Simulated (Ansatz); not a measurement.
**C₂H₅BFNS: density, localisation and related maps**

Input

```
crystal:
  periodic: [false, false, false]
  atoms:
    - { symbol: "N", position_ang: [-0.3995, -1.6222, 0.9818] }
    - { symbol: B, position_ang: [0.1943, -0.2054, 1.0809] }
    - { symbol: C, position_ang: [0.6322, 0.5963, -0.2364] }
    - { symbol: F, position_ang: [1.6653, -0.1642, -0.9059] }
    - { symbol: C, position_ang: [-0.4977, 0.8766, -1.1476] }
    - { symbol: S, position_ang: [-1.3938, 1.9978, -0.8771] }
    - { symbol: H, position_ang: [0.2424, -2.1901, 0.4519] }
    - { symbol: H, position_ang: [-1.2661, -1.4575, 0.3747] }
    - { symbol: H, position_ang: [0.3805, 0.2878, 2.1913] }
    - { symbol: H, position_ang: [1.1643, 1.5425, 0.1067] }
    - { symbol: H, position_ang: [-0.6564, 0.2815, -1.9997] }
basis:
  gaussian: { orbitals: def2-SVP }
hamiltonian:
  xc: r2scan
relax:
  f_tol: 0.015
  max_steps: 40
output:
  orbitals: {}
```

Command:

```sh
ansatz run input.yaml --threads 2 --pin off --max-ram 3072MiB --backend cpu --events-out ev --progress --plain --runs-dir out
```

The fields are those of the relaxed geometry.

Method: RKS r2SCAN/def2-SVP in Ansatz.

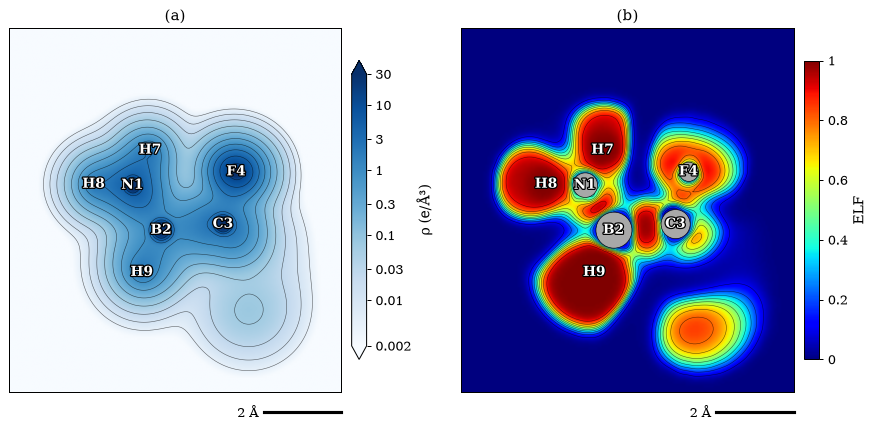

Figure 1. (a) total electron density; (b) electron localisation function on the plane of atoms N1, B2 and H9. Grey discs cover the atomic cores in the ELF map.

Question: Interpret the plot.

Answer:
- The section cuts through N, B, C, F and H sites.
- B–N (1.38 Å): the density is about 2 e/Å³ at the midpoint; the ELF peaks at about 0.95 between the atoms; a polar covalent bond.
- C–F (1.40 Å): ρ is about 1.9 e/Å³ halfway, with its minimum of 1.5 e/Å³ about 0.5 Å from C; the ELF peaks at about 0.85 between the atoms, as expected for a shared but strongly polarised pair.
- C–B (1.61 Å): ρ at the midpoint is about 1.3 e/Å³; the ELF peaks at about 1 between the atoms (localised, covalent bonding).
- N–H (1.01 Å): ρ at the midpoint is about 2.8 e/Å³; the ELF climbs to about 1 towards the hydrogen, as it does in any bond to H: an ordinary covalent bond to hydrogen.
- The ELF also peaks beside F4, away from the bonds: lone-pair regions.

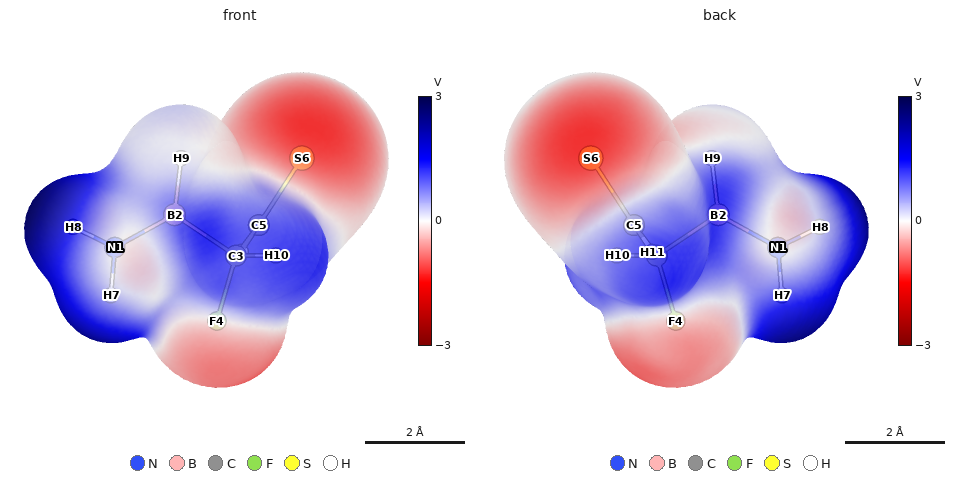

Figure 2. The molecular electrostatic potential painted on the density surface at 0.004 e/bohr³, seen from the front and from behind; red is negative and blue positive.

Question: Where is the surface potential most negative and most positive?

Answer: The most negative region (about −1.3 V) lies over S6, the most positive (about +2.7 V) over H8.

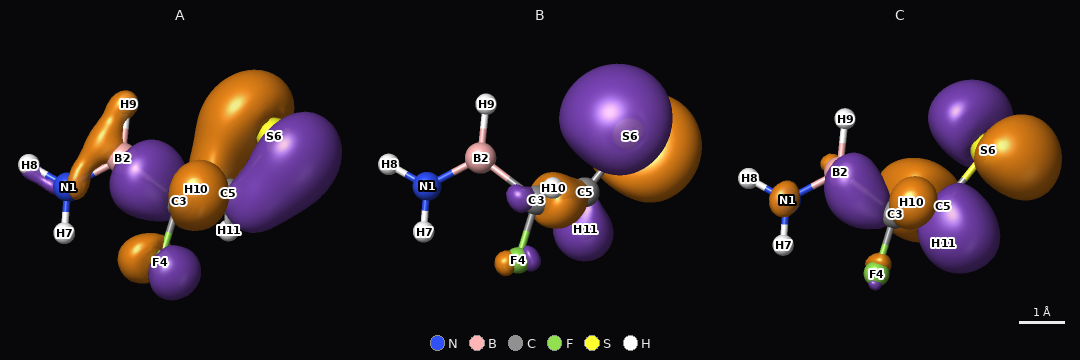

Figure 3. Three frontier orbitals at ±0.1 Å⁻³ᐟ² (orange and purple are the two phases), in no order.

Question: Order the three orbitals by energy and name them.

Answer: A is the HOMO−1 (−7.12 eV). It lies mainly on S6 (about 45 %), C3 (about 15 %), C5 (about 15 %), F4 (about 10 %) and B2 (about 10 %). B is the HOMO (−5.35 eV). It lies mainly on S6 (about 80 %) and C5 (about 10 %); largely a lone pair of S6. C is the LUMO (−2.94 eV). By Hirshfeld shares it lies mainly on S6 (about 40 %), C5 (about 35 %) and C3 (about 5 %); π-antibonding (π*) across S6–C5.

Question: What is the HOMO–LUMO gap?

Answer: 2.41 eV between the orbital energies.
